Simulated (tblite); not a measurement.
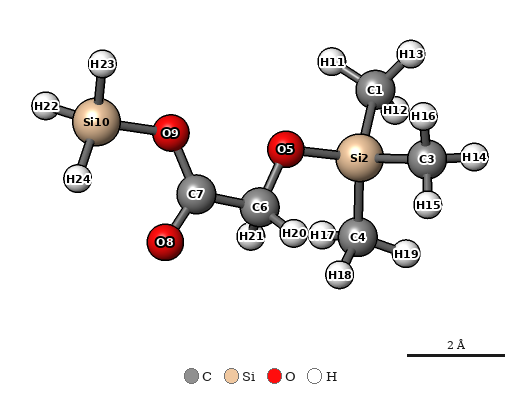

Starting structure of C₅H₁₄O₃Si₂. The picture is a ball-and-stick view, seen at a tilt.

Method: GFN2-xTB geometry optimisation, gas phase in tblite 0.8.0.

```xyz
24

C    -2.3571    1.8287    0.5766
Si   -1.5799    0.2952   -0.1386
C    -2.0933    0.1884   -1.9320
C    -2.1435   -1.2538    0.7024
O     0.1305    0.3354    0.0362
C     0.7152   -0.9251    0.0434
C     2.1943   -0.7750    0.1813
O     2.8861   -1.8335    0.2214
O     2.8155    0.4579    0.2786
Si    4.5489    0.5479    0.4439
H    -1.6621    2.3962    1.2066
H    -3.2449    1.5159    1.1819
H    -2.6991    2.5516   -0.2027
H    -3.1991    0.3300   -2.0145
H    -1.8849   -0.8018   -2.3541
H    -1.6073    1.0067   -2.4881
H    -1.9723   -1.1537    1.8038
H    -1.5114   -2.1187    0.3573
H    -3.1840   -1.5266    0.4474
H     0.4032   -1.4987   -0.8193
H     0.3147   -1.4359    0.9696
H     4.9303    0.9400    1.8278
H     4.9959    1.6633   -0.3991
H     5.1926   -0.7148    0.0776
```

**Predict the outcome.**

The energy falls by 111.5 kJ/mol in 177 geometry steps. The largest moves after the best rigid fit, 1.78 Å, are those of H23 and H24. Largest moves by element: H 1.78 Å, Si 0.72 Å, O 0.71 Å, C 0.64 Å. Near-neighbour distances that change, for instance: O9–Si10 1.744 → 1.661 Å, Si2–O5 1.720 → 1.641 Å, C7–O9 1.384 → 1.312 Å, C7–O8 1.265 → 1.203 Å. Among the angles between lasting bonds that change: Si2–O5–C6 113.4° → 129.1°, H22–Si10–H23 104.8° → 114.2°, C6–C7–O9 122.7° → 113.6°. Groups turn about O9–Si10 by about 45°, C1–Si2 by about 40°, Si2–O5 by about 35°.

History of the run:

```json
{"step": "0", "E − E(0), kJ/mol": "0.00"}
{"step": "1", "E − E(0), kJ/mol": "-36.37"}
{"step": "2", "E − E(0), kJ/mol": "-52.30"}
{"step": "3", "E − E(0), kJ/mol": "-58.68"}
{"step": "4", "E − E(0), kJ/mol": "-71.38"}
{"step": "5", "E − E(0), kJ/mol": "-73.99"}
{"step": "6", "E − E(0), kJ/mol": "-80.85"}
{"step": "7", "E − E(0), kJ/mol": "-82.36"}
{"step": "8", "E − E(0), kJ/mol": "-84.02"}
{"step": "9", "E − E(0), kJ/mol": "-84.73"}
{"step": "10", "E − E(0), kJ/mol": "-85.37"}
{"step": "19", "E − E(0), kJ/mol": "-89.72"}
{"step": "28", "E − E(0), kJ/mol": "-97.94"}
{"step": "36", "E − E(0), kJ/mol": "-103.57"}
{"step": "45", "E − E(0), kJ/mol": "-106.83"}
{"step": "54", "E − E(0), kJ/mol": "-107.98"}
{"step": "63", "E − E(0), kJ/mol": "-108.46"}
{"step": "72", "E − E(0), kJ/mol": "-108.70"}
{"step": "80", "E − E(0), kJ/mol": "-108.79"}
{"step": "89", "E − E(0), kJ/mol": "-109.05"}
{"step": "98", "E − E(0), kJ/mol": "-109.45"}
{"step": "107", "E − E(0), kJ/mol": "-109.66"}
{"step": "115", "E − E(0), kJ/mol": "-110.00"}
{"step": "124", "E − E(0), kJ/mol": "-110.15"}
{"step": "133", "E − E(0), kJ/mol": "-110.30"}
{"step": "142", "E − E(0), kJ/mol": "-110.58"}
{"step": "151", "E − E(0), kJ/mol": "-111.01"}
{"step": "159", "E − E(0), kJ/mol": "-111.17"}
{"step": "168", "E − E(0), kJ/mol": "-111.41"}
{"step": "177", "E − E(0), kJ/mol": "-111.47"}
```

The structure at the end:

```xyz
24

C    -1.7199    1.8768    0.5970
Si   -1.5113    0.0908   -0.0012
C    -1.7267   -0.0605   -1.8925
C    -2.7335   -1.0977    0.8594
O     0.0332   -0.2455    0.4402
C     0.8240   -1.3303    0.0984
C     2.3018   -0.9679    0.1052
O     3.1762   -1.7897    0.0165
O     2.5260    0.3215    0.2021
Si    4.0303    1.0183    0.2967
H    -1.4773    1.9703    1.6501
H    -2.7444    2.2061    0.4615
H    -1.0768    2.5585    0.0509
H    -2.6777    0.3448   -2.2223
H    -1.6884   -1.0960   -2.2222
H    -0.9425    0.4804   -2.4157
H    -2.6155   -1.0642    1.9391
H    -2.5792   -2.1276    0.5471
H    -3.7647   -0.8439    0.6378
H     0.5880   -1.7057   -0.9062
H     0.6768   -2.1591    0.8031
H     4.7057    0.5276    1.4930
H     3.5980    2.4056    0.3810
H     4.7861    0.7069   -0.9117
```

The end point in the same view:

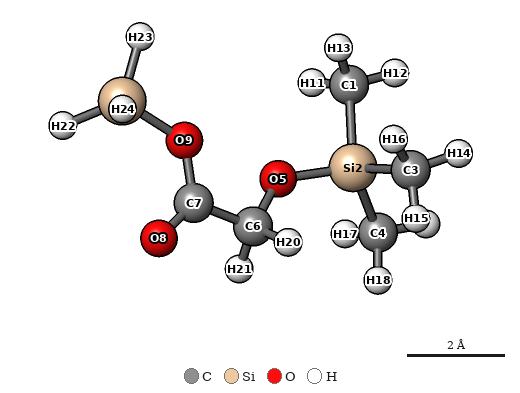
